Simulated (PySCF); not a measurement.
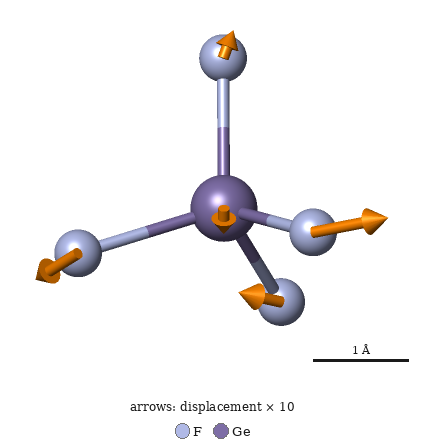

A relaxation of GeF4. The starting structure is drawn; orange arrows show the displacements, magnified 10 times. The two geometries are superimposed by the best rigid fit.

Style: ball-and-stick. Shown from a free direction.

The start comes from GFN2-xTB. Its atoms were then displaced at random by about 0.03 Å.

Method: PySCF 2.14.0, density-fitted response routines, PBE0-D3(BJ)/def2-SVP geometry optimisation, gas phase. 

Q: Describe the change and its energy.

A: The atom that moves furthest after the best rigid fit is an F atom (0.092 Å). Largest moves by element: F 0.092 Å, Ge 0.034 Å. Near-neighbour distances that change, for instance: F–Ge 1.606 → 1.698 Å, F–Ge 1.773 → 1.698 Å, F–Ge 1.648 → 1.698 Å. Among the angles between lasting bonds that change: F–Ge–F 112.4° → 109.2°, F–Ge–F 106.7° → 109.6°. After 5 geometry steps the energy has fallen by 7.73 kcal/mol.
